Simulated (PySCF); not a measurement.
# F4Nd (Nd(F)4-): the cost of one run

Computed with PySCF 2.14.0. Level: several levels, as the steps say, no spin–orbit coupling.

3 further runs of the same task are left out: 2 for a known fault of the program, 1 that didn't finish.

## Step 1: Starting geometry

5 atoms, charge -1, spin multiplicity 1.

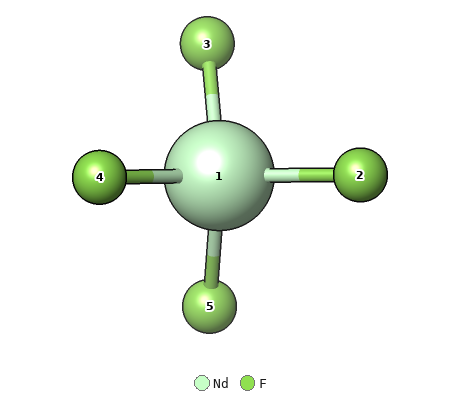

The geometry (neodymium light green, fluorine green); atoms are numbered from 1 in the order of the file.

As a file:

```xyz
5

Nd    0.0000    0.0000    0.0000
F     1.2375    1.2375    1.2375
F    -1.2375   -1.2375    1.2375
F     1.2375   -1.2375   -1.2375
F    -1.2375    1.2375   -1.2375
```

Formal oxidation states: Nd +3. Each metal's 3 4f electrons lie in its core potential, so multiplicities, spins and levels count the valence alone. An earlier session relaxed this geometry at TPSS, Nd lcecp-1-SVP with ECP49, F def2-SVP (singlet, point group Td).

At TPSS on the finer grid: E = -433.414051 Eh, HOMO -2.86 eV, LUMO 3.28 eV, Mulliken charge on Nd1 +0.91 e, largest force component 0.005 eV/Å. 

Levels to run: PBE; M06-L; TPSSh; BLYP; TPSS, TZVP. Hardware: 2 threads of Arm Neoverse V1, shared host.

## Step 2: PBE

run.py (the lines that set the calculation) reads:

```python
mol = gto.M(atom='''
Nd     0.00000     0.00000     0.00000
F      1.23755     1.23755     1.23755
F     -1.23755    -1.23755     1.23755
F      1.23755    -1.23755    -1.23755
F     -1.23755     1.23755    -1.23755''',
    basis={'Nd': 'lcecp-1-SVP', 'F': 'def2-SVP'},
    ecp={'Nd': 'lcecp-1-SVP'},
    charge=-1, spin=0)
mf = dft.RKS(mol, xc='PBE')
mf.grids.atom_grid = (75, 302)  # f atoms: unpruned, at least (60, 302)
mf = mf.density_fit()  # fitting sets: Nd AutoAux, F def2-universal-JKFIT
mf.conv_tol = 1e-08; mf.max_cycle = 55
mf.kernel(dm0)  # dm0: the density of the relaxed state
```

Launch:

```bash
$ OMP_NUM_THREADS=2 python run.py
```

**Question.** How long does this run take on 2 threads of Arm Neoverse V1, shared host?

About 3.6 s.
